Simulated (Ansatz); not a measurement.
# One shape, several levels: SiH3 (silyl radical)

We compute a comparison of 6 runs (UHF/3-21G, UBLYP/3-21G, USVWN5/3-21G, UB3LYP/6-31G*, UPBE/6-31G*, RPA@PBE/6-31G*) of SiH3 (silyl radical). 

The calculation is run with Ansatz 0.2.0.

53 further runs of the same task are left out: 53 set aside as unsound or not needed.

## (1) The system as given

SiH3 has 4 atoms, charge 0, and is taken as a doublet. As SMILES, `[SiH3]`. The H2–Si1 distance was set to 2.972 Å, away from the relaxed value. At this shape a bond of the SMILES string is far longer than usual.

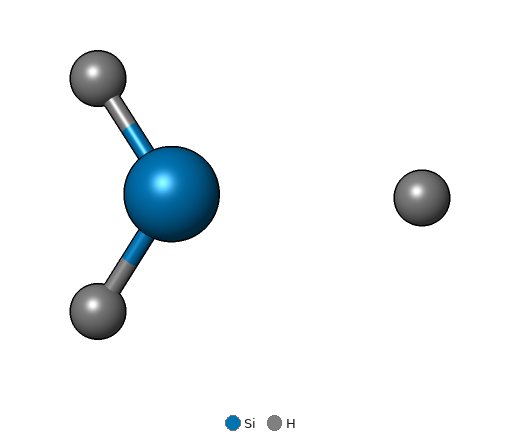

The structure, seen from a chosen angle (silicon blue, hydrogen grey).

## (2) The energy at UHF/3-21G (run 1)

Input file job.yaml:

```yaml
basis:
  gaussian: {orbitals: 3-21G.json}
crystal:
  periodic: [false, false, false]
  atoms:
    - {symbol: Si, position_ang: [0.028408, -0.719106, -1.451971]}
    - {symbol: H, position_ang: [0.559150, 0.665300, 1.123900]}
    - {symbol: H, position_ang: [-0.489412, -2.093856, -1.227811]}
    - {symbol: H, position_ang: [-0.894262, 0.071044, -2.307931]}
magnetization: {spin_polarized: true, initial_magnetization: 1}
hamiltonian: {xc: hf}
accuracy: high
```

The basis set 3-21G is read from a file made from the Basis Set Exchange's data (not shown).

The run is started by

```bash
$ ansatz run job.yaml --threads 1 --pin off --max-ram 3480MiB --events-out events.jsonl --progress --plain --runs-dir runs
```

Log:

```text
Warning: RAYON_NUM_THREADS=1 ignored (pool sized by the plan → 1); use --threads N
Functional definition: HF
  name "HF"
  exchange = exact_x
  correlation = 0
369 factors; integrals over basis functions are off by at most 4.2e-9 eV
mean field evaluation 1: about -7861.4677 eV, gradient 7.0e0 eV
mean field evaluation 2: about -7861.4672 eV, gradient 7.0e0 eV
mean field evaluation 4: about -7862.9005 eV, gradient 3.3e0 eV
mean field evaluation 8: about -7863.5875 eV, gradient 3.0e-1 eV
mean field evaluation 16: about -7863.5903 eV, gradient 4.0e-8 eV
mean field evaluation 32: about -7863.5903 eV, gradient 4.0e-8 eV
mean field -7863.59028876 eV, -288.9816129791 hartree, gradient 4.0e-8 eV, S^2 1.272580; 1 other end points of the search recorded, 0 dependent functions left out
reference -7863.59028876 eV, -288.9816129791 hartree; 9, 8 occupied and 10, 11 virtual orbitals, 369 factors
Total energy: -7863.59028876 eV, -288.9816129791 hartree
```

It took 0.14 s on 1 thread of Arm Neoverse V1, shared host.

## (3) The energy at UBLYP/3-21G (run 2)

Input file run.yaml:

```yaml
crystal:
  periodic: [false, false, false]
  atoms:
    - {symbol: Si, position_ang: [0.028408, -0.719106, -1.451971]}
    - {symbol: H, position_ang: [0.559150, 0.665300, 1.123900]}
    - {symbol: H, position_ang: [-0.489412, -2.093856, -1.227811]}
    - {symbol: H, position_ang: [-0.894262, 0.071044, -2.307931]}
basis:
  gaussian: {orbitals: 3-21G.json}
accuracy: high
magnetization: {spin_polarized: true, initial_magnetization: 1}
hamiltonian: {xc: {name: BLYP}}
```

The basis set 3-21G is read from a file made from the Basis Set Exchange's data (not shown).

The run is started by

```bash
$ ansatz run run.yaml --threads 1 --pin off --max-ram 3480MiB --events-out events.jsonl --progress --plain --runs-dir runs
```

Log:

```text
Warning: RAYON_NUM_THREADS=1 ignored (pool sized by the plan → 1); use --threads N
Functional definition: BLYP
  name "BLYP"
  parameter beta = 0.0042
  parameter a = 0.04918
  parameter b = 0.132
  parameter c = 0.2533
  parameter d = 0.349
  exchange = b88_x(beta = beta)
  correlation = lyp_c(a = a, b = b, c = c, d = d)
369 factors; integrals over basis functions are off by at most 4.2e-9 eV
mean field evaluation 1: about -7878.6359 eV, gradient 5.9e0 eV
mean field evaluation 2: about -7876.7809 eV, gradient 1.1e1 eV
mean field evaluation 4: about -7879.0862 eV, gradient 1.0e0 eV
mean field evaluation 8: about -7879.1212 eV, gradient 5.6e-2 eV
mean field evaluation 16: about -7879.1213 eV, gradient 1.0e-5 eV
mean field -7879.12126897 eV, -289.5523659744 hartree, gradient 3.8e-8 eV, S^2 0.956148; 0 other end points of the search recorded, 0 dependent functions left out
reference -7879.12131077 eV, -289.5523675106 hartree; 9, 8 occupied and 10, 11 virtual orbitals, 369 factors
Total energy: -7879.12131077 eV, -289.5523675106 hartree
```

Wall time 1.1 s (1 thread of Arm Neoverse V1, shared host); peak memory 0.11 GiB.

Runs 3 to 5 aren't shown in full; the table further down has their settings and results.

## (4) The energy at RPA@PBE/6-31G(d) (spherical functions) (run 6)

run.yaml, as its differences from that of step 3:

```diff
@@ -8,5 +8,12 @@
 basis:
-  gaussian: {orbitals: 3-21G.json}
+  gaussian:
+    orbitals: 6-31G_st_-spherical.json
+magnetization:
+  spin_polarized: true
+  initial_magnetization: 1
+hamiltonian:
+  xc: {name: PBE}
+correlation:
+  method: rpa
+  frozen_orbitals: {H: 0, Si: 5}
 accuracy: high
-magnetization: {spin_polarized: true, initial_magnetization: 1}
-hamiltonian: {xc: {name: BLYP}}
```

The basis set 6-31G* is read from a file made from the Basis Set Exchange's data (not shown).

The run is started by

```bash
$ ansatz run run.yaml --threads 1 --pin off --max-ram 3480MiB --events-out events.jsonl --progress --plain --runs-dir runs
```

Log (excerpt; [...] marks lines left out):

```text
Warning: RAYON_NUM_THREADS=1 ignored (pool sized by the plan → 1); use --threads N
Functional definition: PBE
  name "PBE"
[...]
448 factors; integrals over basis functions are off by at most 3.8e-9 eV
[...]
mean field -7916.51978376 eV, -290.9267360432 hartree, gradient 2.9e-8 eV, S^2 1.018208; 4 other end points of the search recorded, 0 dependent functions left out
5 core orbitals not correlated: weight in the atoms' cores, before any rotation towards them, 1.000 or more for the frozen orbitals, at most 0.000 for the correlated occupied ones
reference -7904.29495961 eV, -290.4774820422 hartree; 4, 3 occupied and 15, 16 virtual orbitals, 448 factors
Total energy: -7908.75475073 eV, -290.6413763428 hartree
```

Wall time 4.2 s (1 thread of Arm Neoverse V1, shared host); peak memory 0.12 GiB.

## (5) All runs side by side

```csv
run,level,frozen core orbitals,energy (Eh),⟨S²⟩,wall time
1,UHF/3-21G,–,-288.981613,1.273,0.14 s
2,UBLYP/3-21G,–,-289.552368,0.956,1.1 s
3,USVWN5/3-21G,–,-288.359803,0.903,0.91 s
4,UB3LYP/6-31G* (spherical functions),–,-291.112320,1.012,2.9 s
5,UPBE/6-31G* (spherical functions),–,-290.926736,1.018,3.6 s
6,RPA@PBE/6-31G* (spherical functions),5,-290.641376,1.018,4.2 s
```

## (6) Summary of results

| quantity | value |
| --- | --- |
| run 6: total energy | -290.64138 Eh |
| run 6: RPA correlation energy (valence) | -163.9 mEh |
| run 6: ⟨S²⟩ of the reference determinant | 1.018 |

**Reading.** Totals of different functionals can't be ranked against each other. Spin contamination of the reference: run 1 ⟨S²⟩ = 1.27, run 5 ⟨S²⟩ = 1.02, run 6 ⟨S²⟩ = 1.02, run 4 ⟨S²⟩ = 1.01, run 2 ⟨S²⟩ = 0.96, run 3 ⟨S²⟩ = 0.90. All runs together took 13 s, the longest 4.2 s.
